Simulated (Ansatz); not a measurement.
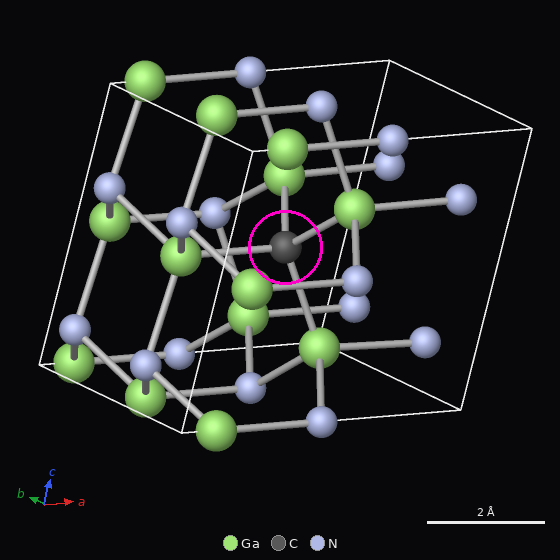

The figure gives a ball-and-stick picture of the atoms, viewed slightly off an axis. The parallelepiped is the supercell. The host is GaN, in a cell of 16 sites, and the cell carries a charge of -1. A ring marks the defect's site.

### How does this supercell depart from the perfect host?

Carbon on a nitrogen site (a substitutional impurity). It is bonded to four Ga in a tetrahedral arrangement at about 1.9 Å.

The atoms were relaxed in the host's cell with DFT HSE06, scalar-relativistic, plane waves, PAW (Ansatz).
